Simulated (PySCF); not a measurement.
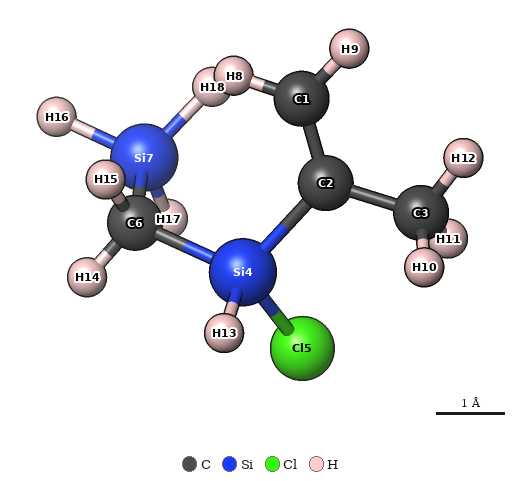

**Figure 1.** The structure (ball-and-stick view, seen at a tilt; atoms are numbered from 1 in the order of the input).

## Excited-state calculation of C$_{4}$H$_{11}$ClSi$_{2}$

System: C$_{4}$H$_{11}$ClSi$_{2}$.
Method: TDDFT KT3/MINI, vertical, IEF-PCM dimethylsulfoxide (non-equilibrium linear response), core orbitals frozen in the response (PySCF 2.14.0).

The geometry comes from this level: GFN2-xTB. It belongs to a series of runs on one base structure; here: solvent dimethylsulfoxide; KT3/MINI; 12 states.

**Input**
```
{"job": {"kind": "uv", "xc": "KT3", "basis": "MINI", "solvent": "dimethylsulfoxide", "nstates": 12, "ntriplets": 5, "tda": false}, "charge": 0, "multiplicity": 1}
C     -1.150544     1.526197    -0.513786
C     -1.336087     0.230303    -0.298591
C     -2.566927    -0.267335     0.398857
Si    -0.099023    -1.084023    -0.868287
Cl     0.087757    -2.464006     0.611395
C      1.609293    -0.358286    -1.261167
Si     2.593138     0.357873     0.206454
H     -0.274714     1.907464    -1.010798
H     -1.871104     2.266032    -0.197844
H     -3.103813    -0.966436    -0.241062
H     -2.290069    -0.802973     1.305711
H     -3.232643     0.551983     0.662307
H     -0.644963    -1.799575    -2.031441
H      2.215310    -1.136889    -1.725213
H      1.487513     0.414097    -2.019289
H      3.801786     0.997149    -0.324981
H      2.977694    -0.720087     1.116311
H      1.788638     1.354828     0.915006
```

The first line tells a small driver script what to run in PySCF; the rest is the geometry in Å.

Run on 1 CPU thread, shared host.

Launched with:
```bash
OMP_NUM_THREADS=1 python <driver script> task.json out
```

**The program's output**
```
coarse grid: 16040 points
cycle   1  E = -1201.6226826626  dE =  4.504e-02  |g| = 3.741e-01  |ddm| = 6.043e+00
cycle   2  E = -1201.6076602680  dE =  1.502e-02  |g| = 4.489e-01  |ddm| = 1.809e+00
cycle   3  E = -1201.6814218717  dE = -7.376e-02  |g| = 7.488e-02  |ddm| = 9.809e-01
cycle   4  E = -1201.6836325495  dE = -2.211e-03  |g| = 1.369e-02  |ddm| = 1.852e-01
cycle   5  E = -1201.6836774769  dE = -4.493e-05  |g| = 7.670e-03  |ddm| = 3.334e-02
cycle   6  E = -1201.6836981180  dE = -2.064e-05  |g| = 1.244e-03  |ddm| = 1.384e-02
cycle   7  E = -1201.6836987329  dE = -6.149e-07  |g| = 1.737e-04  |ddm| = 2.807e-03
final grid: 139528 points
cycle   8  E = -1201.6699175573  dE = -3.686e-05  |g| = 4.768e-03  |ddm| = 3.554e-02
cycle   9  E = -1201.6699168593  dE =  6.979e-07  |g| = 5.049e-03  |ddm| = 2.088e-02
cycle  10  E = -1201.6699263679  dE = -9.509e-06  |g| = 7.914e-04  |ddm| = 1.125e-02
cycle  11  E = -1201.6699265957  dE = -2.278e-07  |g| = 1.081e-04  |ddm| = 1.733e-03
cycle  12  E = -1201.6699266004  dE = -4.679e-09  |g| = 2.678e-05  |ddm| = 2.797e-04
cycle  13  E = -1201.6699266006  dE = -1.855e-10  |g| = 1.461e-05  |ddm| = 6.492e-05
```

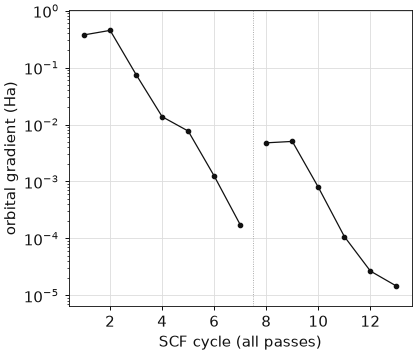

**Figure 2.** Convergence of the self-consistent field: orbital gradient against the SCF cycle. The dotted line marks the change from a coarse to the final integration grid. The first 7 cycles use a coarse grid, the final grid takes over at cycle 8, and the field converges after 13 cycles in all.

```
converged SCF energy = -1201.6699266006

Static polarisability (au): isotropic 88.729, principal 71.035 88.060 107.091

Singlet excitations
state   eV       nm        f      main configurations
  1   5.8322    212.6   0.00142   H->L 0.84, H-2->L 0.14
  2   5.8907    210.5   0.00481   H-1->L 0.85, H-2->L 0.14
  3   7.2346    171.4   0.16485   H-2->L 0.39, H-2->L+1 0.20, H->L+1 0.10
  4   7.3741    168.1   0.00035   H-3->L 0.78, H-4->L 0.20
  5   7.4514    166.4   0.00760   H-4->L 0.69, H-3->L 0.15
  6   7.5730    163.7   0.01684   H-5->L 0.91
  7   7.7704    159.6   0.00286   H-6->L 0.62, H->L+1 0.30
  8   7.8432    158.1   0.01199   H->L+1 0.48, H-6->L 0.27, H-2->L+1 0.18
  9   7.8519    157.9   0.00487   H-1->L+1 0.85, H-2->L+1 0.10
 10   8.1765    151.6   0.09655   H-7->L 0.69, H-2->L+1 0.14
 11   8.3438    148.6   0.02773   H-2->L+2 0.34, H-1->L+2 0.19, H-7->L 0.16
 12   8.3679    148.2   0.01918   H->L+2 0.61, H-1->L+2 0.34

Triplet excitations (Tamm-Dancoff, eV): 4.5598 5.6506 5.7375 7.1307 7.2829
```

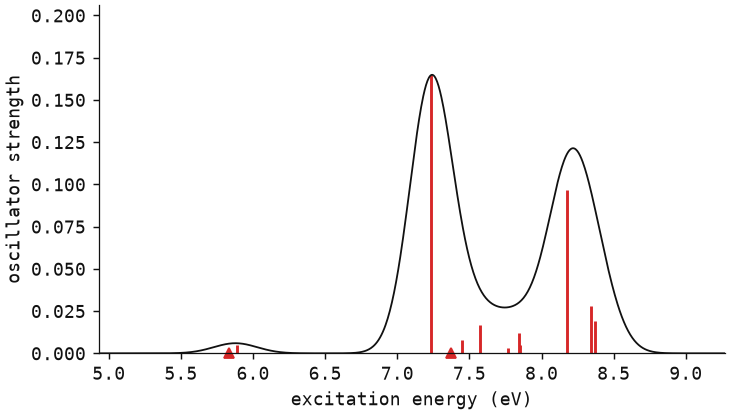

**Figure 3.** Computed excitations as sticks (degenerate states added up, dark ones marked on the axis), with a Gaussian envelope of 0.35 eV full width at half maximum, scaled to the tallest. Of the 12 states the lowest lies at 5.83 eV (f = 0.001); the strongest line is at 7.23 eV, or 171 nm (f = 0.165).

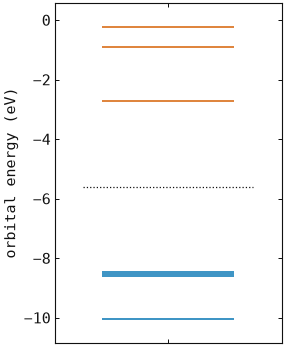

**Figure 4.** Orbital energies near the frontier; the dotted line parts filled from empty levels, and levels within 0.02 eV of each other stand side by side. Highest filled −8.48 eV, lowest empty −2.73 eV, 5.75 eV apart.

**Summary**

- outcome: converged
- total energy: −1201.669927 hartree
- HOMO: −8.48 eV
- LUMO: −2.73 eV
- dipole moment: 2.26 D
- mean polarisability: 88.73 a.u.
- lowest singlet excitation: 5.83 eV
- wall time: 11 s
- peak memory: 0.58 GiB

**Remarks**

Settings chosen away from the usual ones: solvent dimethylsulfoxide; KT3/MINI; 12 states.
